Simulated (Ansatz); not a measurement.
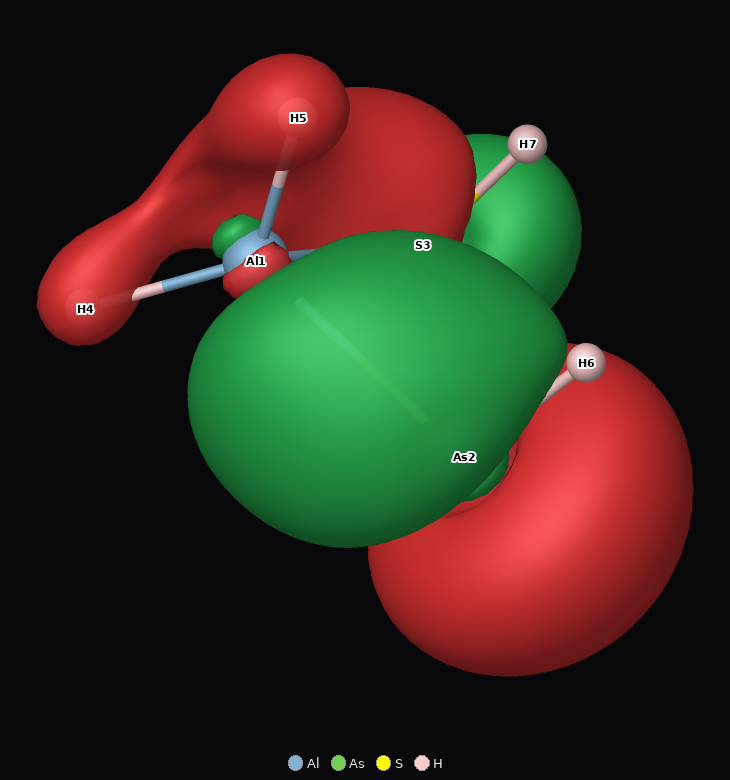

The picture shows: AlAsH4S. One frontier orbital at ±0.08 Å⁻³ᐟ² (green and red are the two phases), seen at a tilt.

Geometry: PBE0-D4/def2-TZVP.

Computed with RKS PBE0-D4/def2-TZVPP in Ansatz 0.2.0.

The calculation's input:

```
crystal:
  periodic: [false, false, false]
  atoms:
    - {symbol: Al, position_ang: [-0.851610, 0.180804, -0.692204]}
    - {symbol: As, position_ang: [-0.342813, -0.312031, 1.668537]}
    - {symbol: S, position_ang: [0.974180, -1.277365, -0.037603]}
    - {symbol: H, position_ang: [-1.978259, -0.724869, -1.335251]}
    - {symbol: H, position_ang: [-0.247604, 1.498935, -1.328294]}
    - {symbol: H, position_ang: [0.592605, 0.886916, 1.770678]}
    - {symbol: H, position_ang: [1.914599, -0.320491, -0.091563]}
basis:
  gaussian: {orbitals: def2-TZVPP}
hamiltonian: {xc: pbe0, dispersion: d4}
output: {orbitals: {seedname: orbitals}}
```

Launched as:

```sh
ansatz run in.yaml --threads 2 --pin off --events-out ev --progress --plain --max-ram 4352MiB
```

**Which orbital is it: HOMO or LUMO?**

The HOMO, at −6.71 eV. By Hirshfeld shares it lies mainly on As2 (about 60 %), Al1 (about 20 %) and S3 (about 15 %).
